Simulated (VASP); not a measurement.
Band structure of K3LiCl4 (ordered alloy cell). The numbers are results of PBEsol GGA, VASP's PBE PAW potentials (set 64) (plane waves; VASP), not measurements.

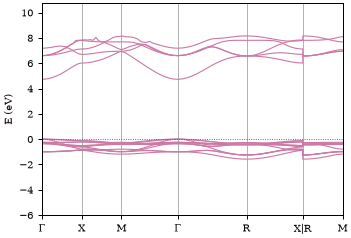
Bands along high-symmetry lines, zero at the valence-band maximum or, without a gap, the Fermi level

Q: Read the plot: is there a gap, and where are the band edges?

A: The gap is direct, 4.73 eV, from the valence maximum at Γ to the conduction minimum at Γ. (Edges off the drawn lines would not show.)

The structure was generated: K3LiCl4 was put into an ordered model structure (Pm-3m), which need not be its known phase. It was relaxed first.
